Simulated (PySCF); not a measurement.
## Electronic structure of C5H5O2S (doublet) in real space

```yaml
atoms:
  - { symbol: C, position_ang: [3.0075, -0.0284, -0.8692] }
  - { symbol: C, position_ang: [1.8334, -0.0645, -0.5384] }
  - { symbol: C, position_ang: [0.5416, -0.0282, -0.1646] }
  - { symbol: C, position_ang: [-0.5063, -1.0758, 0.0114] }
  - { symbol: C, position_ang: [-1.6705, -0.1875, 0.4544] }
  - { symbol: S, position_ang: [-0.5775, 1.2908, 0.3257] }
  - { symbol: O, position_ang: [-0.2579, 1.8758, 1.5965] }
  - { symbol: O, position_ang: [-0.9439, 2.1730, -0.7452] }
  - { symbol: H, position_ang: [4.0159, -0.0159, -1.1576] }
  - { symbol: H, position_ang: [-0.7056, -1.6162, -0.9192] }
  - { symbol: H, position_ang: [-0.2220, -1.8181, 0.7638] }
  - { symbol: H, position_ang: [-2.0188, -0.3615, 1.4657] }
  - { symbol: H, position_ang: [-2.5002, -0.1431, -0.2410] }
```

Geometry: GFN2-xTB.

Method: UKS B3LYP, pcH-1 on C H O S, non-relativistic, mean-field spin-orbit, GIAO (PySCF 2.14.0, density-fitted response routines).

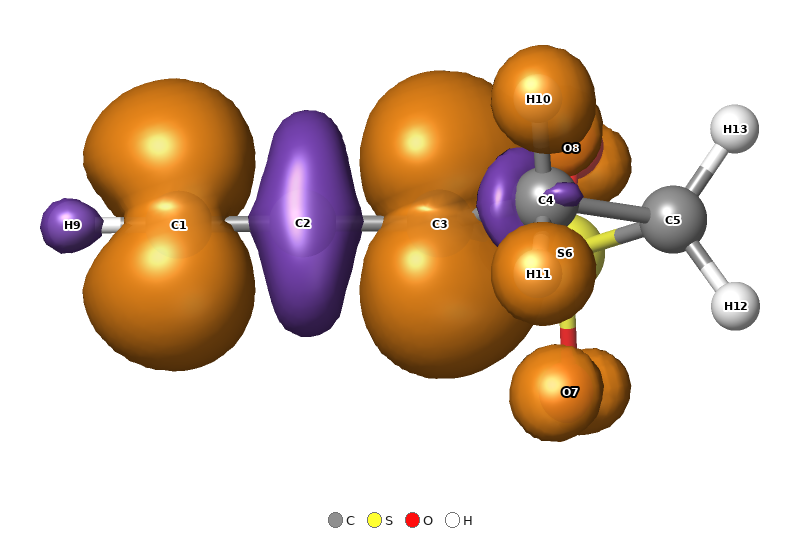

Figure 1. Isosurfaces of the spin density at +0.015 (orange) and −0.015 e/Å³ (purple), seen from one side.

**Where is the unpaired spin?**

The unpaired spin (1 electron) lies mostly on C3 (about 0.4) and C1 (about 0.4), in electrons by Hirshfeld's partition.

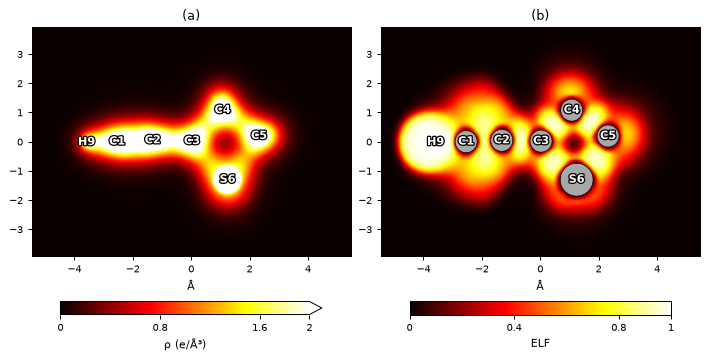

Figure 2. (a) total electron density; (b) electron localisation function on the plane of atoms C4, C5 and S6. Grey discs cover the atomic cores in the ELF map.

**What does the map show?**

- The section cuts through C, S and H sites.
- C–C (1.22 Å): ρ is about 2.7 e/Å³ halfway; the ELF peaks at about 0.90 between the atoms; a short, multiple covalent bond.
- C–S (1.80 Å): the density is about 1.4 e/Å³ at the midpoint; the ELF peaks at about 0.90 between the atoms, as expected for localised, covalent bonding.
- C–H (1.05 Å): the density is about 2.2 e/Å³ at the midpoint; the ELF climbs to about 1 towards the hydrogen, as it does in any bond to H: a covalent bond by its length.
- C–C (1.35 Å): ρ at the midpoint is about 2.2 e/Å³; the ELF peaks at about 0.95 between the atoms, as expected for a covalent bond.
- C–S (1.84 Å): ρ at the midpoint is about 1.3 e/Å³; the ELF peaks at about 0.95 between the atoms, as expected for localised, covalent bonding.

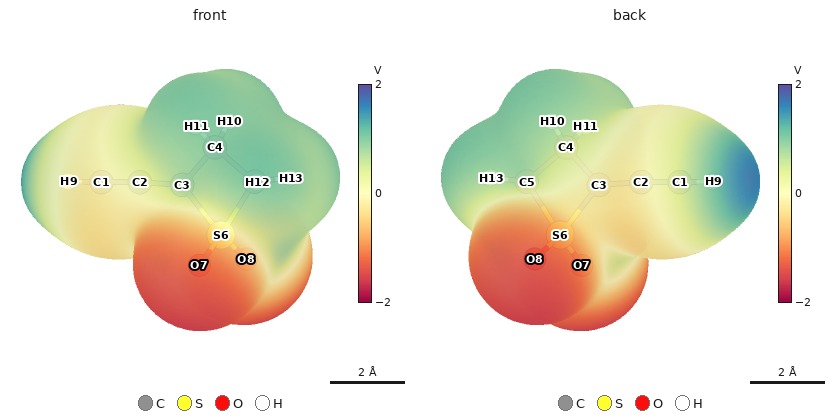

Figure 3. The molecular electrostatic potential painted on the density surface at 0.001 e/bohr³, seen from the front and from behind; red is negative and blue positive.

**Where is the surface potential most negative and most positive?**

The most negative region (about −1.6 V) lies over O7 and O8, the most positive (about +1.6 V) over H9.
